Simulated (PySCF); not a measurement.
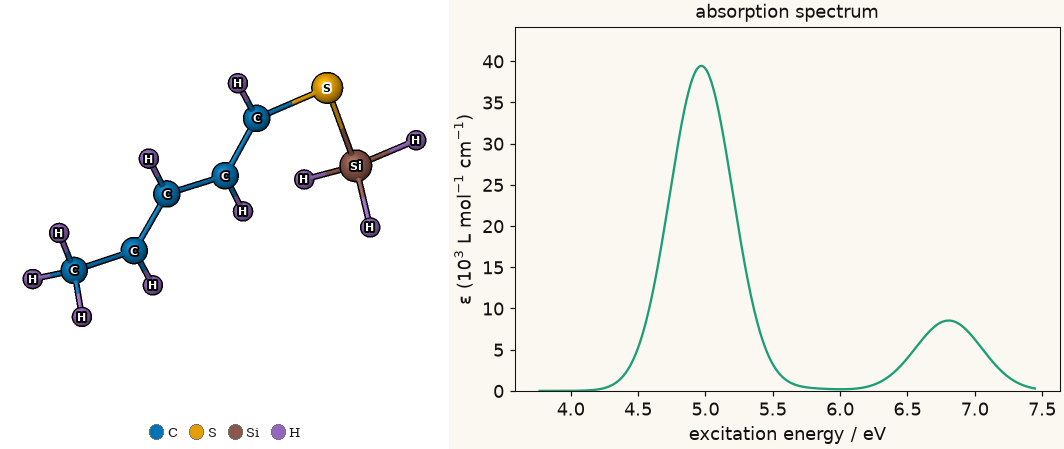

Computed absorption of C₅H₁₀SSi, SMILES C/C=C/C=C/S[SiH3]. Vertical TDDFT excitations, CAM-B3LYP/def2-SVPD with PySCF 2.14.0, at a PBE0-D3(BJ)/def2-SVP geometry (no frequency check), gas phase. The lowest 10 singlet states are shown; each is broadened by a Gaussian of 1/e half-width 0.33 eV.

> Does any vertical transition fall in the visible?

No singlet lies below 3.1 eV (beyond 400 nm), so at this level no vertical transition falls in the visible.

> Which of the computed transitions is the brightest, and what character does the calculation give it?

S1 at 4.97 eV (250 nm), f = 0.799, mainly HOMO → LUMO (96 %).

> List the transitions behind the spectrum.

| state | E (eV) | λ (nm) | f | main character |
| --- | --- | --- | --- | --- |
| S1 | 4.97 | 250 | 0.799 | HOMO → LUMO (96 %) |
| S2 | 5.19 | 239 | 0.008 | HOMO → LUMO+1 (74 %) |
| S3 | 5.71 | 217 | 0.005 | HOMO → LUMO+2 (57 %) |
| S4 | 5.90 | 210 | 0.000 | HOMO → LUMO+3 (32 %) |
| S5 | 6.01 | 206 | 0.000 | HOMO → LUMO+3 (37 %) |
| S6 | 6.42 | 193 | 0.000 | HOMO → LUMO+4 (60 %) |
| S7 | 6.60 | 188 | 0.017 | HOMO → LUMO+8 (52 %) |
| S8 | 6.70 | 185 | 0.000 | HOMO → LUMO+6 (65 %) |
| S9 | 6.80 | 182 | 0.138 | HOMO−1 → LUMO (89 %) |
| S10 | 6.95 | 178 | 0.029 | HOMO → LUMO+7 (50 %) |

Caveats: one conformer of a flexible molecule; core orbitals are frozen in the response.
